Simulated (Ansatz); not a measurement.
# LiBe (Pm-3m): phonons and vibrational spectra, part 2 of 2

Wanted: phonon frequencies of LiBe (Pm-3m) and what follows from them.

Ansatz 0.2.0; DFT PBEsol, scalar-relativistic, plane waves, norm-conserving pseudopotentials.

So far. Step 3 (Relaxing to small forces for the phonons): The forces vanish by symmetry and the pressure is -0.001 GPa, within the tolerances set. The cell now holds 11.04 Å³/atom. Step 4 (Linear response at the zone centre): Before it was imposed, the acoustic sum rule was missed by 8.1e-5 eV/Å². Small misses are needed for a sound result but don't prove that mesh and cutoff are converged. The lowest optical mode is real, 560 cm⁻¹. The relaxed cell has a = 2.805 Å (conventional setting).

**5. The dispersion**

Stability and thermal properties need the whole zone. Linear response on a 4×4×4 q mesh gives force constants as far as a supercell of that size would.

input.yaml reads:

```yaml
crystal:
  lattice:
    - [2.8054875085, 0.0, 0.0]
    - [0.0, 2.8054875085, 0.0]
    - [0.0, 0.0, 2.8054875085]
  atoms:
    - { symbol: Li, position: [0.0, 0.0, 0.0] }
    - { symbol: Be, position: [0.5, 0.5, 0.5] }
kpoints:
  mp_grid: { grid: [16, 16, 16] }
hamiltonian:
  xc: pbesol
  pseudopotentials: { kind: nc }
scf:
  occupations: { method: methfessel_paxton, width: 0.15 }
output:
  eigenvalues: true
phonons:
  method: dfpt
  qmesh: [4, 4, 4]
  temperatures: { t_max: 1000, t_step: 50 }
  qpath:
    path:
      - [[0.0, 0.0, 0.0], [0.0, 0.5, 0.0], [0.5, 0.5, 0.0], [0.0, 0.0, 0.0], [0.5, 0.5, 0.5], [0.0, 0.5, 0.0]]
      - [[0.5, 0.5, 0.5], [0.5, 0.5, 0.0]]
    npoints: 10
```

Run with:

```
$ ansatz run input.yaml --threads 4 --pin off --max-ram 7168MiB --backend cpu --events-out ev --progress --plain --runs-dir out
```

Numbers of over 12 decimals in the logs are rounded to 6 here.

Output:

```text
[...]
Crystal: 2 atoms, lattice volume = 22.081 Å³
Basis set: ecut = 1197.300995 eV, 2103 PW (Γ), exchange–correlation on 64×64×64 points (8 copies of the dense FFT grid, shifted against one another)
Bands: 8, of which v1, the nominal top of the filled ones, is band 4 counted from 1 (3 counted from 0)
Symmetry: 48 space group operations
k-points: 165 of 4096
[...]
SCF iter   1: F=—  HF=-571.729315 eV  |F-HF|=—  |Δ(HF+E_count)|=         —  Δρ=2.17e-2  dr2=3.17e-2  ethr=3.10e-3  ⟨swp⟩=5.8  Hψ=10858  notcnv=0
[...]
SCF iter   6: F=-571.718097 eV  HF=-571.718097 eV  |F-HF|=1.71e-12  |Δ(HF+E_count)|=  1.16e-10  S|Δr|=    0.00e0  Δρ=1.26e-7  dr2=2.97e-12  ethr=1.00e-12  ⟨swp⟩=8.2  Hψ=7394  notcnv=0
SCF 1 converged in 6 iterations: F = -571.718097 eV  dr2 = 2.97e-12
phonons: the bands overlap, so this run is a metal and interpolates without the dipole-dipole term. If the crystal is really an insulator or semiconductor, its LO-TO splitting is missing
NSCF: frozen V_eff on 165 k-points
WARN: eigensolver did not converge in 4 slots of this pass, the one above among them; of largest residual over every band (k=43): 1 band(s) unlocked (lowest unlocked band 7, counted from 0; max residual 1.58e-3 eV among the unlocked bands, 1.58e-3 eV over every band); of lowest unlocked band (k=14): band 7
[...]
DFPT response loops at q = (0, 0, 0) (fractional): preconditioner auto → Kerker (q_TF=auto, 2.253 Å⁻¹) (partly filled bands, converged f_vac=0.000); β = 1.00, the filter's whole step (`scf.mixing.beta` (0.50) is not read by the response loops under this deck's `scf.mixing.preconditioner`; to damp them name `kerker` or `kerker_dos`, under which they read `scf.mixing.beta`, and type it under 1.00, their step now; both keys bind the ground state too); Broyden in place of MSR1
[...]
SCF converged after 6 iterations
[...]
Free energy (F): -571.718097 eV
[...]
Internal energy: -571.719159 eV  (E = F + TS)
E sigma→0 (E₀):  -571.718363 eV
Entropy (-TS):   0.001061 eV (0.531 meV/atom)
Fermi energy:    3.860107 eV
[...]
--- Band table (eV; the first three rows and the last of 165) ---
[...]
--- Phonons (Γ-DFPT): 2 representative perturbations + reference (Σ response iterations 6) ---
  ASR residual: 6.395e-5 → 0.000e0 eV/Å²; symmetrization residual: 5.730e-6 eV/Å²
  ASR residual per site (eV/Å²): 1.57e-5 6.39e-5
  Γ frequencies (cm⁻¹): 0.00 0.00 0.00 559.52 559.52 559.52
--- Phonons (arbitrary-q DFPT): 10 irreducible q on the 4×4×4 mesh ---
  q = [0.0000, 0.0000, 0.0000] (star 1, of the zone-centre solve; hermiticity 2.54e-6, symmetrization 9.84e-16): -0.00 -0.00 -0.00 559.52 559.52 559.52
  q = [0.0000, 0.0000, 0.2500] (star 6, 4 solved perturbations in 4032 linear systems a pass and spin channel, the states on 1296 of 4096 k-point pairs; hermiticity 4.62e-6, symmetrization 2.82e-13, the responses' own estimated error 5.2e-5 eV/Å²): 176.24 228.79 228.79 488.96 523.17 523.17
[...]
q = [0.0000, 0.2500, -0.5000] (star 12, 6 solved perturbations on 1296 of 4096 k-point pairs; hermiticity 6.75e-6, symmetrization 5.67e-8, the responses' own estimated error 6.1e-5 eV/Å²): -22.32 170.42 406.19 410.86 493.00 518.79
[...]
sum rule: each row above includes the acoustic sum rule's correction from the zone centre's row sums; it moved no ω² by more than (1.39 cm⁻¹)²
  mesh force constants: q→R imaginary residual 2.77e-18; ASR residual 6.395e-5 → 0.000e0 eV/Å²; symmetrization residual 6.217e-15 eV/Å²
  interpolated dispersion: 62 rows × 6 modes
  density of states and harmonic sums: on the 24×24×24 q-mesh, interpolated from the force constants of a 4×4×4 supercell (no non-analytic term)
  largest difference from the sums on the solved wave vectors: F 7.47e-2 eV, S 1.03e-4 and C_V 2.93e-5 eV/K
  zero-point energy: 0.130307 eV/cell   skipped modes (ω ≤ 0): 96, of them read as no rigid motion or as one in doubt: 93 (1.836e-1 modes/cell left out, lowest -91.88 cm⁻¹)   left out of the sums: 3.06e-2 of the cell's modes: C_V's classical limit lies that fraction below 3 k_B per atom; for a crystal, a wire or a layer, F and S can be off by more, and a phonons.interpolated_qmesh denser along its periods is the remedy for the sampling
```

Wall time 6.5 min (4 threads of Arm Neoverse N1, shared host); peak memory 3.2 GiB; 24 min of CPU time.

This step gave:

| Quantity | Value |
| --- | --- |
| sum-rule residual before enforcement | 6.39e-5 eV/Å² |
| lowest frequency on the path | -91.88 cm⁻¹ |
| highest frequency on the path or at a solved wavevector | 559.5 cm⁻¹ |
| lowest mode on the q mesh (acoustic modes at Γ apart) | -91.88 cm⁻¹ |

Frequencies (cm⁻¹) solved at each irreducible wavevector; negative means imaginary. Frequencies by wavevector, by row:

```tsv
q in reciprocal lattice units	star	mode 1	mode 2	mode 3	mode 4	mode 5	mode 6
0 0 0	1	0	0	0	559.5	559.5	559.5
0 0 0.25	6	176.2	228.8	228.8	489	523.2	523.2
0 0 -0.5	3	158	394	394	430.9	430.9	446.8
0 0.25 0.25	12	-22.8	278.3	299	438.1	490.1	530
0 0.25 -0.5	12	-22.3	170.4	406.2	410.9	493	518.8
0 -0.5 -0.5	3	-91.9	-91.9	407.6	432	543.6	543.6
0.25 0.25 0.25	8	209.8	209.8	256.7	449.3	507.9	507.9
0.25 0.25 -0.5	12	123.4	228.3	300.8	463.3	478.9	528.8
0.25 -0.5 -0.5	6	178.7	178.7	320.3	447.2	526.6	526.6
-0.5 -0.5 -0.5	1	288	288	288	502.8	502.8	502.8
```

Interpolated from a 4×4×4 q mesh. Phonon branches along the path, in cm⁻¹:

```tsv
point	branch 1	branch 2	branch 3	branch 4	branch 5	branch 6
Γ	0	0	0	560	560	560
X	158	394	394	431	431	447
M	-92	-92	408	432	544	544
Γ	0	0	0	560	560	560
R	288	288	288	503	503	503
X	158	394	394	431	431	447
jump to R	288	288	288	503	503	503
M	-92	-92	408	432	544	544
```

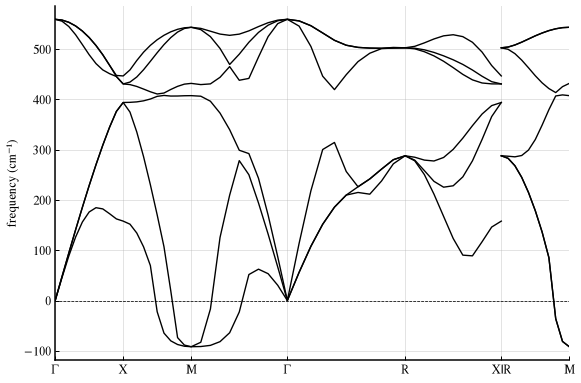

Phonon branches along the path.

The phonon density of states has structure finer than the step of the table below, so its rows give means over 50 cm⁻¹, whole bins alone (the curve runs from -95 to 565 cm⁻¹). Peaks (cm⁻¹: height): 315.0: 0.0124, 435.0: 0.0250, 525.0: 0.0549.

Tetrahedra on a 24×24×24 mesh, mean over bins of 10 cm-1. Interpolated from a 4×4×4 q mesh. Table of phonon density of states by wavenumber; means over each step:

```tsv
wavenumber (cm⁻¹)	phonon density of states (1/cm⁻¹/cell)
-50	0.00194
0	0.00138
50	0.00307
100	0.00866
150	0.00750
200	0.00771
250	0.00845
300	0.0106
350	0.00663
400	0.00560
450	0.0190
500	0.0263
```

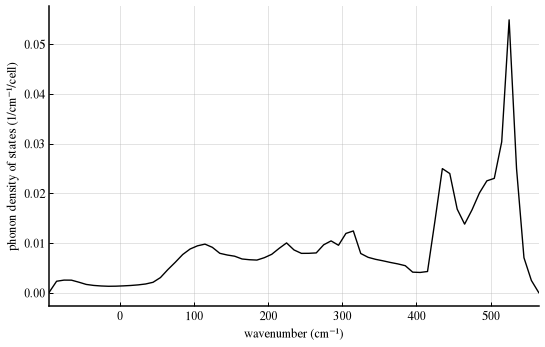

Phonon density of states against wavenumber.

The partial phonon density of states has structure finer than the step of the table below, so its rows give means over 25 cm⁻¹, whole bins alone (the curve runs from -102 to 586 cm⁻¹). Peaks (cm⁻¹: height): Be -80.2: 0.00246, 80.0: 0.00749, 114.6: 0.00793, 235.8: 0.00748, 296.4: 0.0108, 525.7: 0.0123; Li 439.2: 0.0206, 525.7: 0.0361.

Phonopy on the run's constants, 21x21x21 mesh, Gaussian sigma 4.9 cm-1. Interpolated from a 4×4×4 q mesh. Table of partial phonon density of states by wavenumber; means over each step; values in 1/cm⁻¹/cell:

```tsv
wavenumber (cm⁻¹)	Be	Li
-75	0.00207	6.2e-4
-50	0.00163	5.0e-4
-25	0.00114	3.5e-4
0	1.7e-4	5.5e-5
25	0.00143	4.6e-4
50	0.00157	6.1e-4
75	0.00548	0.00186
100	0.00613	0.00213
125	0.00685	0.00214
150	0.00572	0.00163
175	0.00529	0.00150
200	0.00597	0.00161
225	0.00707	0.00195
250	0.00646	0.00176
275	0.00740	0.00135
300	0.00963	0.00180
325	0.00737	0.00163
350	0.00503	0.00129
375	0.00451	0.00122
400	0.00239	0.00210
425	0.00275	0.0120
450	0.00305	0.0168
475	0.00348	0.0135
500	0.00518	0.0180
525	0.00957	0.0282
550	0.00229	0.00467
```

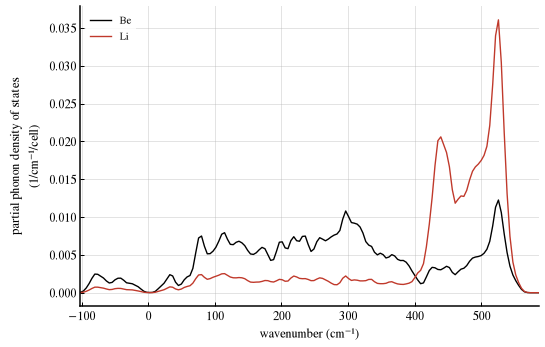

Partial phonon density of states against wavenumber.

Second derivatives of the energy by pair, one row for each kind of neighbour of each atom listed. Each entry sums the pair over the periodic images of the supercell that the q mesh stands for, and in a polar crystal it holds the long-range dipole part too. Force constants by pair, by row:

```tsv
atom	neighbour	distance (Å)	third of the trace (eV/Å²)	along the pair's line (eV/Å²)
Li1	itself	0	5.073	–
Li1	Be	2.43	-0.4923	-1.468
Li1	Li	2.805	-0.1409	-0.3321
Li1	Li	3.968	0.0341	0.1195
Li1	Be	4.652	-0.0252	-0.0721
Li1	Li	4.859	-0.0098	-0.0536
Li1	Li	5.611	0.0156	0.0864
Li1	Be	6.114	-0.0026	-7.00e-4
Li1	Li	6.273	-0.0013	-0.0051
Be2	itself	0	3.269	–
Be2	Li	2.43	-0.4923	-1.468
Be2	Be	2.805	0.1671	0.7904
Be2	Be	3.968	0.0078	0.0011
Be2	Li	4.652	-0.0252	-0.0721
Be2	Be	4.859	0.0117	0.0433
Be2	Be	5.611	0.0858	0.302
Be2	Li	6.114	-0.0026	-7.00e-4
Be2	Be	6.273	-0.0122	-0.0329
```

Symmetry leaves 10 wavevectors to solve. The lowest mode among them, the acoustic zeros apart, lies at q = (0, -0.5, -0.5) and is imaginary, 91.9i cm⁻¹, so the energy falls along it.

**6. Isotope substitution**

An isotope changes the mass and not the force constants, so no new electronic calculation is needed; the shifts show which modes move this element.

The same force constants with the mass of Li changed from 6.940 to 6.015 u (phonopy, no LO-TO term). Both lists are sorted by frequency; levels can cross, so a row need not hold one and the same mode. Modes under 3 cm⁻¹ are left out. Isotope shifts, by row:

```tsv
q	rank	natural mass (cm⁻¹)	changed mass (cm⁻¹)
0 0 0	4	559.5	583.3
0 0 0	5	559.5	583.3
0 0 0	6	559.5	583.3
0 0 0.25	1	176.2	179.1
0 0 0.25	2	228.8	235.3
0 0 0.25	3	228.8	235.3
0 0 0.25	4	489	516.9
0 0 0.25	5	523.2	546.3
0 0 0.25	6	523.2	546.3
0 0 -0.5	1	158	158
0 0 -0.5	2	394	394
0 0 -0.5	3	394	394
0 0 -0.5	4	430.9	462.8
0 0 -0.5	5	430.9	462.8
0 0 -0.5	6	446.8	479.9
0 0.25 0.25	1	-22.8	-23.28
0 0.25 0.25	2	278.3	278.7
0 0.25 0.25	3	299	307.4
0 0.25 0.25	4	438.1	470
0 0.25 0.25	5	490.1	512.1
0 0.25 0.25	6	530	557.5
```

A mode of this element alone would shift by +7.41 %. The highest zone-centre frequency without the field goes from 559.5 to 583.3 cm⁻¹ (+4.3 %). The product of the frequency ratios over all optical modes at Γ is 1.133; the product rule, (m/m′)^(3k/2) (M′/M)^(3/2) with k = 1 such atoms and M the mass of the cell, gives 1.133.

**7. What came out**

| Quantity | Value |
| --- | --- |
| space group after relaxation (within 0.01 Å) | Pm-3m |
| volume per atom | 11.0 Å³ |
| electronic character | no gap on this mesh |
| highest optical mode at the zone centre (no LO-TO term) | 560 cm⁻¹ |
| lowest optical zone-centre mode | 560 cm⁻¹ |
| lowest mode on the q mesh (acoustic modes at Γ apart) | -91.9 cm⁻¹ |
| highest frequency on the path or at a solved wavevector | 560 cm⁻¹ |
| imaginary modes on the 4×4×4 q mesh | yes |

Modes are clearly imaginary (beyond 10i cm⁻¹) at 3 of the 10 irreducible wavevectors, most at q = (0, -0.5, -0.5) (91.9i cm⁻¹), so this structure is not a minimum of the energy. The optical modes at Γ form one degenerate level at 560 cm⁻¹. With no gap, or one that is small against the smearing, the frequencies hang on the k mesh and the smearing, most of all near Kohn anomalies. The phonon runs are without spin polarisation, although the cell has an odd electron count. A phonon run warned that its eigensolver left some bands unconverged in a pass. These are harmonic frequencies at zero temperature: anharmonic shifts, linewidths and thermal expansion are left out.

[Logs are printed without paths, hosts, clocks, repeated set-up lines and the standing remarks that a program may print on its own settings, such as how far it seeks lower states.]

[Hosts, paths, dates, database ids (printed as entryN), source tags and the programs' standing remarks are cut or masked in the printed files.]
